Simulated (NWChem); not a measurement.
**Be2H2Cl2 ((ClBe-mu-H)2) at 5 levels**

We compute a comparison of 5 runs (HF/STO-3G, HF/3-21G, PBE0/def2-TZVP, B3LYP/6-31G*) of Be2H2Cl2 ((ClBe-mu-H)2). 

The results are computed with NWChem 7.3.0.

**1. Starting point**

Be2H2Cl2 has 6 atoms, charge 0, and is taken as a singlet. The shape comes from GFN2-xTB, which is rough for such elements, and wasn't checked as a minimum.

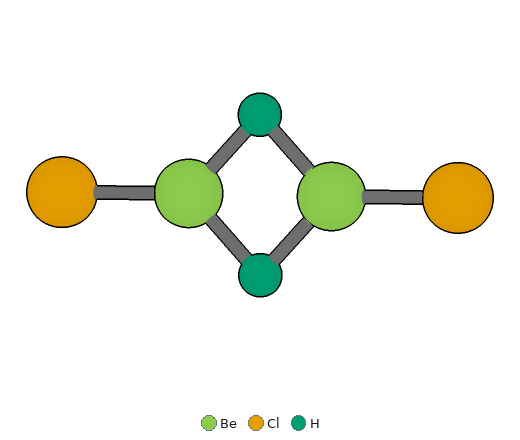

The structure, seen from a chosen angle (beryllium green, chlorine amber, hydrogen teal).

**2. Energy and gradient at HF/STO-3G (run 1)**

Input file be2cl2h2.nw:

```
start be2cl2h2
memory 2200 mb
geometry units angstroms noautosym nocenter noautoz
Be    0.138770    0.390780   -0.920240
Cl    0.400440    1.074490   -2.549450
H    -0.949960    0.511360    0.063320
Be   -0.138120   -0.390560    0.919940
Cl   -0.402170   -1.076590    2.549300
H     0.951040   -0.509480   -0.062880
end
basis "ao basis" spherical bse
* library STO-3G
end
scf
singlet
rhf
thresh 1e-08
maxiter 80
print low
end
task scf gradient
```

Started as:

```console
$ nwchem be2cl2h2.nw > be2cl2h2.out
```

Log:

```text
[...]
  functions       =    30
[...]
  wavefunction    = RHF
[...]
         Total SCF energy =   -939.356376958906
      One-electron energy =  -1515.701457362724
      Two-electron energy =    467.633776801566
 Nuclear repulsion energy =    108.711303602252
        Time for solution =      0.5s
[...]
                         RHF ENERGY GRADIENTS
    atom               coordinates                        gradient
                 x          y          z           x          y          z
   1 Be      0.262237   0.738467  -1.739001    0.002066   0.006942  -0.016139
   2 Cl      0.756722   2.030492  -4.817762   -0.001006  -0.002446   0.005959
   3 H      -1.795164   0.966330   0.119657   -0.001923   0.001363  -0.000421
   4 Be     -0.261009  -0.738051   1.738435   -0.001896  -0.006818   0.015493
   5 Cl     -0.759991  -2.034460   4.817478    0.000890   0.002195  -0.005316
   6 H       1.797205  -0.962778  -0.118826    0.001870  -0.001235   0.000425
 Task  times  cpu:        0.7s     wall:        0.7s
 Total times  cpu:        0.7s     wall:        0.7s
```

Run time: 1.2 s. Hardware: 1 thread of AMD EPYC 9R45 (Zen 5), shared host; peak memory 0.1 GiB.

**3. Energy and forces at HF/3-21G (run 2)**

Input file nw.nw:

```
start nw
memory 2200 mb
charge 0
geometry units au noautosym nocenter noautoz
  Be   0.26223729   0.73846717  -1.73900157
  Cl   0.75672193   2.03049182  -4.81776227
  H   -1.79516423   0.96633035   0.11965746
  Be  -0.26100897  -0.73805144   1.73843465
  Cl  -0.75999116  -2.03446025   4.81747881
  H    1.79720513  -0.96277767  -0.11882598
end
basis spherical bse
  * library 3-21G
end
scf
  thresh 1e-08
  maxiter 80
end
task scf gradient
```

Started as:

```console
$ nwchem nw.nw > nw.out
```

Log:

```text
[...]
  functions       =    48
[...]
  wavefunction    = RHF
[...]
         Total SCF energy =   -945.024482808725
      One-electron energy =  -1521.952770601326
      Two-electron energy =    468.216992038215
 Nuclear repulsion energy =    108.711295754385
        Time for solution =      0.6s
[...]
                         RHF ENERGY GRADIENTS
    atom               coordinates                        gradient
                 x          y          z           x          y          z
   1 Be      0.262237   0.738467  -1.739002    0.004125   0.013390  -0.031039
   2 Cl      0.756722   2.030492  -4.817762   -0.004497  -0.011782   0.028112
   3 H      -1.795164   0.966330   0.119657    0.000291   0.000274  -0.000771
   4 Be     -0.261009  -0.738051   1.738435   -0.004001  -0.013293   0.030434
   5 Cl     -0.759991  -2.034460   4.817479    0.004414   0.011573  -0.027510
   6 H       1.797205  -0.962778  -0.118826   -0.000331  -0.000162   0.000775
[...]
```

Run time: 1.3 s. Hardware: 1 thread of AMD EPYC 9R45 (Zen 5), shared host; peak memory 0.1 GiB.

Runs 3 to 4 aren't shown in full; the table further down has their settings and results.

**4. Energy and gradient at B3LYP/6-31G(d) (Cartesian functions) (run 5)**

Input file be2cl2h2.nw:

```
start be2cl2h2
title "Be2Cl2H2 B3LYP"
memory total 2200 mb

geometry noautosym nocenter noautoz
   Be     0.138770     0.390780    -0.920240
   Cl     0.400440     1.074490    -2.549450
   H     -0.949960     0.511360     0.063320
   Be    -0.138120    -0.390560     0.919940
   Cl    -0.402170    -1.076590     2.549300
   H      0.951040    -0.509480    -0.062880
end

basis cartesian
   * library 6-31G*
end

dft
   xc b3lyp
   mult 1
   grid xfine
   convergence energy 1e-08
   maxiter 100
   mulliken
   noprint "final vectors analysis"
end

task dft gradient
```

Started as:

```console
$ nwchem be2cl2h2.nw > be2cl2h2.out
```

Log:

```text
[...]
          Wavefunction type:  closed shell.
          No. of atoms     :     6
          No. of electrons :    44
[...]
          Charge           :     0
          Spin multiplicity:     1
[...]
          AO basis - number of functions:    72
[...]
              XC Information
              --------------
                         B3LYP Method XC Potential
                     Hartree-Fock (Exact) Exchange  0.200
                        Slater Exchange Functional  0.800 local
                    Becke 1988 Exchange Functional  0.720 non-local
              Lee-Yang-Parr Correlation Functional  0.810
                  VWN I RPA Correlation Functional  0.190 local
[...]
 d= 0,ls=0.0,diis     1   -951.1939657008 -1.06D+03  1.61D-02  5.67D-01     1.1
[...]
 d= 0,ls=0.0,diis     8   -951.2604802684 -5.55D-11  3.70D-07  5.13D-10     7.3
         Total DFT energy =     -951.260480268443
      One electron energy =    -1527.645533598861
           Coulomb energy =      530.792700333753
    Exchange-Corr. energy =      -63.118950605587
 Nuclear repulsion energy =      108.711303602252
[...]
      Total Density - Mulliken Population Analysis
     ---------------------------------------------
    Atom       Charge   Shell Charges
 -----------   ------   -------------------------------------------------------
    1 Be   4     3.77   2.00  0.42  0.99  0.15  0.14  0.08
    2 Cl  17    17.18   2.00  1.99  5.97  1.45  3.65  0.52  1.64 -0.04
    3 H    1     1.04   0.53  0.52
    4 Be   4     3.77   2.00  0.42  0.99  0.15  0.14  0.08
    5 Cl  17    17.18   2.00  1.99  5.97  1.45  3.65  0.52  1.64 -0.04
    6 H    1     1.04   0.53  0.52
[...]
  wavefunction    = closed shell
                         DFT ENERGY GRADIENTS
    atom               coordinates                        gradient
                 x          y          z           x          y          z
   1 Be      0.262237   0.738467  -1.739001    0.002363   0.008649  -0.019749
   2 Cl      0.756722   2.030492  -4.817762   -0.002074  -0.005382   0.012878
   3 H      -1.795164   0.966330   0.119657    0.000774   0.000002  -0.000790
   4 Be     -0.261009  -0.738051   1.738435   -0.002235  -0.008559   0.019222
   5 Cl     -0.759991  -2.034460   4.817478    0.001988   0.005185  -0.012347
   6 H       1.797205  -0.962778  -0.118826   -0.000815   0.000104   0.000785
[...]
```

Wall time 9.6 s (1 thread of AMD EPYC 9R45 (Zen 5), shared host); peak memory 0.14 GiB.

**5. All runs side by side**

| run | level | iteration cap | module | energy (Eh) | largest force (eV/Å) | wall time |
| --- | --- | --- | --- | --- | --- | --- |
| 1 | HF/STO-3G | 80 | scf | -939.356377 | 0.910 | 1.2 s |
| 2 | HF/3-21G | 80 | scf | -945.024483 | 1.751 | 1.3 s |
| 3 | PBE0/def2-TZVP | 100 | dft | -950.912713 | 0.952 | 13 s |
| 4 | B3LYP/6-31G* (spherical functions) | 100 | dft | -951.253881 | 1.118 | 9.3 s |
| 5 | B3LYP/6-31G* (Cartesian functions) | 100 | dft | -951.260480 | 1.115 | 9.6 s |

**6. Summary of results**

| quantity | value |
| --- | --- |
| run 5: total energy | -951.26048 Eh |
| run 5: dipole moment | 0.01 D |
| run 5: largest force on an atom | 1.115 eV/Å |

What this shows: Totals of different functionals can't be ranked against each other. In run 1 the basis is minimal, so the values are rough. All runs together took 34 s, the longest 13 s.
